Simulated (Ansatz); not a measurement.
**CF4 (singlet): the correlation ladder, cc-pVDZ**

Aim: climb from Hartree-Fock through coupled cluster and multireference methods for CF4 (singlet) at one geometry and basis, and see what each rung misses.

Computed with Ansatz 0.2.0, Gaussian basis. Level: cc-pVDZ, core rule «outside noble gas», up to 5 orbitals frozen.

To be run: UHF; CCSD(T) on RHF; BCCD(T) on RHF; CCSDT(Q) on RHF; CASSCF and MRCISD+Q, 8 electrons in 8 orbitals; CASSCF and NEVPT2, 8 electrons in 8 orbitals.

### 1 The geometry

The geometry is a PBE0/def2-TZVP stationary point (not a proven minimum).

5 atoms, charge 0, spin multiplicity 1.

Atoms are counted from 1 here; the program's logs count them from 0.

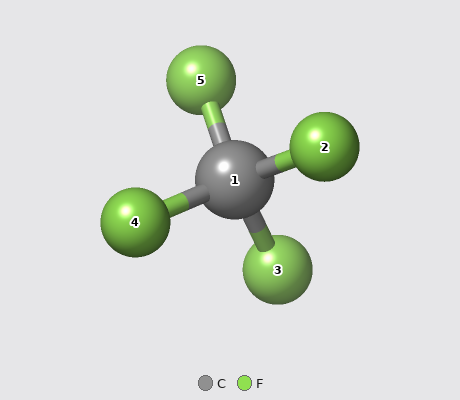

The structure; carbon grey, fluorine green; atoms are numbered from 1 in the order of the file.

In the tables R marks a restricted determinant and U an unrestricted one; 'frontier' is the active space of 8 electrons in 8 orbitals; energies count from the table's Hartree-Fock row.

### 2 UHF

The input, in.yaml:

```yaml
crystal:
  periodic: [false, false, false]
  atoms:
    - {symbol: C, position_ang: [0.000000, 0.000000, 0.000000]}
    - {symbol: F, position_ang: [0.759852, 0.762198, 0.760681]}
    - {symbol: F, position_ang: [-0.763199, -0.758394, 0.761133]}
    - {symbol: F, position_ang: [-0.758619, 0.759619, -0.764483]}
    - {symbol: F, position_ang: [0.761966, -0.763423, -0.757331]}
basis:
  gaussian: {orbitals: cc-pVDZ}
magnetization: {spin_polarized: true, initial_magnetization: 0}
hamiltonian: {xc: hf}
output: {orbitals: {seedname: orbitals}}
```

The run is started by

```console
$ ansatz run in.yaml --threads 1 --pin off --events-out ev --progress --plain --max-ram 4096MiB --backend cpu
```

The program printed:

```text
Functional definition: HF
  name "HF"
  cite "Fock, Z. Phys. 61, 126 (1930) doi:10.1007/BF01340294"
  parent pbe
  exchange = exact_x
  correlation = 0
647 factors; integrals over basis functions are off by at most 7.7e-4 eV
mean field evaluation 1: about -11850.8454 eV, gradient 3.4e1 eV
mean field evaluation 2: about -11851.0220 eV, gradient 3.4e1 eV
mean field evaluation 4: about -11855.0216 eV, gradient 1.9e0 eV
mean field evaluation 8: about -11855.0547 eV, gradient 8.6e-2 eV
mean field -11855.05475110 eV, -435.6652264580 hartree, gradient 6.8e-5 eV, S^2 0.000000; 0 other end points of the search recorded, 0 dependent functions left out
reference -11855.05475110 eV, -435.6652264580 hartree; 21, 21 occupied and 49, 49 virtual orbitals, 647 factors
Total energy: -11855.05475110 eV, -435.6652264580 hartree
```

It took 0.72 s on 1 thread of AMD EPYC 7R13, shared host.

From the report: ⟨S²⟩ of the determinant 0.000 (pure singlet: 0.00).

The unrestricted search falls back on the restricted solution.

### 3 CCSD(T) on RHF

Edit in.yaml of step 2 so:

```diff
@@ -10,4 +10,4 @@
   gaussian: {orbitals: cc-pVDZ}
-magnetization: {spin_polarized: true, initial_magnetization: 0}
-hamiltonian: {xc: hf}
-output: {orbitals: {seedname: orbitals}}
+magnetization: {spin_polarized: false}
+correlation: {method: ccsd_t, electrons: outside_noble_gas}
+output: {forces: true}
```

Launched as before.

The program printed, shortened:

```text
Functional definition: HF
  name "HF"
  cite "Fock, Z. Phys. 61, 126 (1930) doi:10.1007/BF01340294"
  parent pbe
[...]
647 factors; integrals over basis functions are off by at most 7.7e-4 eV
[...]
mean field -11855.05475110 eV, -435.6652264581 hartree, gradient 5.4e-6 eV, S^2 0.000000; 0 other end points of the search recorded, 0 dependent functions left out
5 core orbitals not correlated: weight in the atoms' cores, before any rotation towards them, 1.000 or more for the frozen orbitals, at most 0.000 for the correlated occupied ones
reference -11855.05475110 eV, -435.6652264581 hartree; 16, 16 occupied and 49, 49 virtual orbitals, 647 factors
second order -23.65233459 eV of doubles, -0.00000000 eV of singles
cycle   1  -23.38143329 eV  change    2.7e-1 eV  update   9.1e-2
[...]
cycle   9  -23.89837851 eV  change   -2.2e-6 eV  update   2.5e-6
perturbative correction -0.45169593 eV, -0.0165995192 hartree
[...]
Total energy: -11879.40482553 eV, -436.5600751885 hartree
Atom 0 at     0.000000     0.000000     0.000000 Å, force     0.000000     0.000000    -0.000006 eV/Å
Atom 1 at     0.759852     0.762198     0.760681 Å, force     0.302037     0.302969     0.302363 eV/Å
Atom 2 at    -0.763199    -0.758394     0.761133 Å, force    -0.303367    -0.301457     0.302542 eV/Å
Atom 3 at    -0.758619     0.759619    -0.764483 Å, force    -0.301539     0.301937    -0.303871 eV/Å
Atom 4 at     0.761966    -0.763423    -0.757331 Å, force     0.302870    -0.303449    -0.301028 eV/Å
Dipole moment:     0.000000     0.000000     0.000000 e Å
```

Run time: 15 s. Hardware: 1 thread of AMD EPYC 7R13, shared host; peak memory 0.29 GiB.

From the report: correlation -24.3501 eV; T1 0.011; largest double amplitude 0.02.

### 4 BCCD(T) on RHF

Edit in.yaml of step 3 so:

```diff
@@ -11,3 +11,2 @@
 magnetization: {spin_polarized: false}
-correlation: {method: ccsd_t, electrons: outside_noble_gas}
-output: {forces: true}
+correlation: {method: bccd_t, electrons: outside_noble_gas}
```

The command is unchanged.

The program printed, shortened:

```text
Functional definition: HF
  name "HF"
  cite "Fock, Z. Phys. 61, 126 (1930) doi:10.1007/BF01340294"
  parent pbe
[...]
647 factors; integrals over basis functions are off by at most 7.7e-4 eV
[...]
mean field -11855.05475110 eV, -435.6652264581 hartree, gradient 5.4e-6 eV, S^2 0.000000; 0 other end points of the search recorded, 0 dependent functions left out
5 core orbitals not correlated: weight in the atoms' cores, before any rotation towards them, 1.000 or more for the frozen orbitals, at most 0.000 for the correlated occupied ones
reference -11855.05475110 eV, -435.6652264581 hartree; 16, 16 occupied and 49, 49 virtual orbitals, 647 factors
second order -23.65233459 eV of doubles, -0.00000000 eV of singles
cycle   1  -23.35847193 eV  change    2.9e-1 eV  update   9.1e-2
[...]
cycle   9  -23.84774674 eV  change   -1.7e-6 eV  update   2.5e-6
perturbative correction -0.51365021 eV, -0.0188762970 hartree
Total energy: -11879.41614804 eV, -436.5604912831 hartree
```

Wall time 2.2 s (1 thread of AMD EPYC 7R13, shared host).

From the report: correlation -24.3614 eV; largest double amplitude 0.02.

### 5 CCSDT(Q) on RHF

Edit in.yaml of step 4 so:

```diff
@@ -11,2 +11,2 @@
 magnetization: {spin_polarized: false}
-correlation: {method: bccd_t, electrons: outside_noble_gas}
+correlation: {method: ccsdt_q, electrons: outside_noble_gas}
```

The run is started by

```console
$ ansatz run in.yaml --threads 2 --pin off --events-out ev --progress --plain --max-ram 24576MiB --backend cuda --devices 0, --max-vram 18GiB
```

The program printed, shortened:

```text
Functional definition: HF
  name "HF"
  cite "Fock, Z. Phys. 61, 126 (1930) doi:10.1007/BF01340294"
  parent pbe
[...]
1256 factors; integrals over basis functions are off by at most 1.3e-7 eV
[...]
mean field -11855.05509793 eV, -435.6652392039 hartree, gradient 5.4e-6 eV, S^2 0.000000; 0 other end points of the search recorded, 0 dependent functions left out
5 core orbitals not correlated: weight in the atoms' cores, before any rotation towards them, 1.000 or more for the frozen orbitals, at most 0.000 for the correlated occupied ones
reference -11855.05509793 eV, -435.6652392039 hartree; 16, 16 occupied and 49, 49 virtual orbitals, 1256 factors
second order -23.65241614 eV of doubles, -0.00000000 eV of singles
cycle   1  -23.38147387 eV  change    2.7e-1 eV  update   1.0e-1
[...]
cycle  12  -24.36194729 eV  change   -4.8e-7 eV  update   8.3e-7
perturbative correction -0.04984850 eV, -0.0018318988 hartree
Total energy: -11879.46689372 eV, -436.5623561525 hartree
```

Run time: 65 s. Hardware: 1 × H100 (card shared with other runs) with 2 threads of AMD EPYC 7R13, shared host; peak host memory 1 GiB.

From the report: correlation -24.4118 eV; T1 0.010; largest double amplitude 0.02.

### 6 CASSCF and MRCISD+Q, 8 electrons in 8 orbitals

Edit in.yaml of step 5 so:

```diff
@@ -10,3 +10,2 @@
   gaussian: {orbitals: cc-pVDZ}
-magnetization: {spin_polarized: false}
-correlation: {method: ccsdt_q, electrons: outside_noble_gas}
+correlation: {method: fic_mrcisd_q, electrons: outside_noble_gas, active_space: {window: {electrons: 8, orbitals: 8}}}
```

Launched as before.

The program printed, shortened:

```text
Functional definition: HF
  name "HF"
  cite "Fock, Z. Phys. 61, 126 (1930) doi:10.1007/BF01340294"
  parent pbe
[...]
647 factors; integrals over basis functions are off by at most 7.7e-4 eV
[...]
mean field -11855.05475110 eV, -435.6652264581 hartree, gradient 5.4e-6 eV, S^2 0.000000; 0 other end points of the search recorded, 0 dependent functions left out
reference -11855.05475110 eV, -435.6652264581 hartree; 21, 21 occupied and 49, 49 virtual orbitals, 647 factors
state -11857.72057058 eV, -435.7631935173 hartree
contracted CI cycle   1: correlation 0.00000000 eV, 0.0000000000 hartree, residual 5.83e1 eV
contracted CI cycle   2: correlation -18.39120321 eV, -0.6758642521 hartree, residual 8.48e0 eV
contracted CI cycle   3: correlation -18.86574430 eV, -0.6933033153 hartree, residual 1.59e0 eV
contracted CI cycle   4: correlation -18.88639521 eV, -0.6940622223 hartree, residual 3.92e-1 eV
contracted CI cycle   5: correlation -18.88779052 eV, -0.6941134990 hartree, residual 1.22e-1 eV
contracted CI cycle   6: correlation -18.88790809 eV, -0.6941178196 hartree, residual 3.31e-2 eV
contracted CI cycle   7: correlation -18.88791679 eV, -0.6941181394 hartree, residual 9.20e-3 eV
contracted CI cycle   8: correlation -18.88791744 eV, -0.6941181632 hartree, residual 2.20e-3 eV
state -11857.72057058 eV, -435.7631935173 hartree; corrected -11878.90138703 eV, -436.5415741647 hartree
Total energy: -11878.90138703 eV, -436.5415741647 hartree
```

Wall time 8.5 s (1 × H100 (card shared with other runs) with 2 threads of AMD EPYC 7R13, shared host); peak host memory 0.83 GiB.

From the report: 1,284 determinants; active occupations 1.98, 1.98, 1.98, 1.98, 0.03, 0.02, 0.02, 0.02.

### 7 CASSCF and NEVPT2, 8 electrons in 8 orbitals

Edit in.yaml of step 6 so:

```diff
@@ -10,2 +10,2 @@
   gaussian: {orbitals: cc-pVDZ}
-correlation: {method: fic_mrcisd_q, electrons: outside_noble_gas, active_space: {window: {electrons: 8, orbitals: 8}}}
+correlation: {method: sc_nevpt2, electrons: outside_noble_gas, active_space: {window: {electrons: 8, orbitals: 8}}}
```

Launched as before.

The program printed:

```text
Functional definition: HF
  name "HF"
  cite "Fock, Z. Phys. 61, 126 (1930) doi:10.1007/BF01340294"
  parent pbe
  exchange = exact_x
  correlation = 0
647 factors; integrals over basis functions are off by at most 7.7e-4 eV
mean field evaluation 1: about -11850.3660 eV, gradient 4.8e1 eV
mean field evaluation 2: about -11850.8388 eV, gradient 5.0e1 eV
mean field evaluation 4: about -11854.9966 eV, gradient 2.7e0 eV
mean field evaluation 8: about -11855.0547 eV, gradient 1.1e-1 eV
mean field -11855.05475110 eV, -435.6652264581 hartree, gradient 5.4e-6 eV, S^2 0.000000; 0 other end points of the search recorded, 0 dependent functions left out
reference -11855.05475110 eV, -435.6652264581 hartree; 21, 21 occupied and 49, 49 virtual orbitals, 647 factors
state -11857.72057058 eV, -435.7631935173 hartree
state -11857.72057058 eV, -435.7631935173 hartree; corrected -11878.43066201 eV, -436.5242753394 hartree
Total energy: -11878.43066201 eV, -436.5242753394 hartree
```

It took 7 s on 1 × H100 (card shared with other runs) with 2 threads of AMD EPYC 7R13, shared host; peak host memory 0.78 GiB.

From the report: 1,284 determinants; active occupations 1.98, 1.98, 1.98, 1.98, 0.03, 0.02, 0.02, 0.02.

### 8 Misses and costs

The yardstick is RCCSDT(Q), where the cluster series has nearly closed. Rows without a time are mean-field rows or come out of runs for another level: lower rungs of the coupled-cluster runs, CASSCF and MRCISD of the multireference runs, or the Hartree-Fock search. The times of RCCSD(T) include forces.

Differences are taken before rounding.

| method | energy from the lowest RHF (kJ/mol) | from RCCSDT(Q) (kJ/mol) | time |
| --- | --- | --- | --- |
| RHF | 0.0 | +2355.4 |  |
| RMP2 | -2282.1 | +73.3 |  |
| RCCSD | -2305.8 | +49.6 |  |
| RCCSD(T) | -2349.4 | +6.0 | 15 s |
| BCCD(T) | -2350.5 | +4.9 | 2.2 s |
| RCCSDT | -2350.6 | +4.8 |  |
| RCCSDT(Q) | -2355.4 | 0 | 65 s (GPU) |
| CASSCF frontier | -257.2 | +2098.2 |  |
| NEVPT2 frontier | -2255.4 | +100.0 | 7 s (GPU) |
| MRCISD frontier | -2079.6 | +275.8 |  |
| MRCISD+Q frontier | -2300.9 | +54.6 | 8.5 s (GPU) |

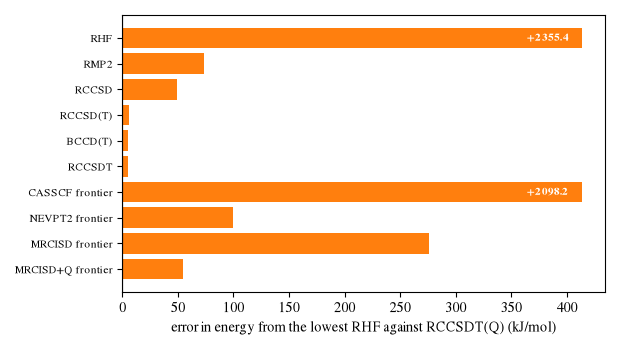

How far each level lands from RCCSDT(Q). Bars with a number in them are cut short.

Some runs used a GPU and others CPU threads alone; cost is compared among the CPU runs only.

With the free atoms at the same levels and basis (separate runs), the atomisation energy is 18.792 eV at RCCSDT(Q), 18.760 eV at RCCSD(T), 12.999 eV at RHF.

### 9 Results

```
                         quantity          value
    RCCSDT(Q) from the RHF energy    -24.4121 eV
              RMP2 from RCCSDT(Q)   +73.3 kJ/mol
             RCCSD from RCCSDT(Q)   +49.6 kJ/mol
          RCCSD(T) from RCCSDT(Q)    +6.0 kJ/mol
   NEVPT2 frontier from RCCSDT(Q)  +100.0 kJ/mol
 MRCISD+Q frontier from RCCSDT(Q)   +54.6 kJ/mol
levels within 1 kcal/mol (43 meV)           none
                    T1 diagnostic          0.011
```

What this shows: RCCSD(T) misses by +6.0 kJ/mol, 0.3 % of the correlation energy. Of the multireference levels listed MRCISD+Q frontier comes nearest in total energy (+54.6 kJ/mol), which doesn't show that its space is the better one. These misses are within one basis, not against nature.
